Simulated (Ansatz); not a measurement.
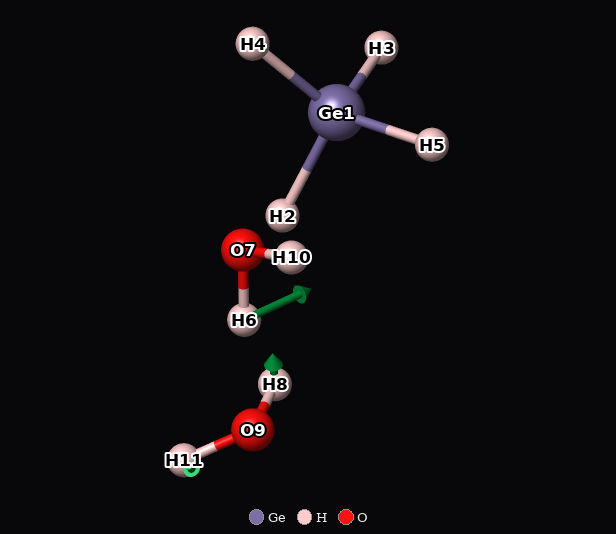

The arrows show one normal mode. Harmonic vibrations computed with RKS PBE0-D4/def2-TZVP (Ansatz 0.2.0) at a stationary point of the same level.

### Estimate its harmonic wavenumber.

706 cm⁻¹; it is mode 12 of 27 counted from the lowest.
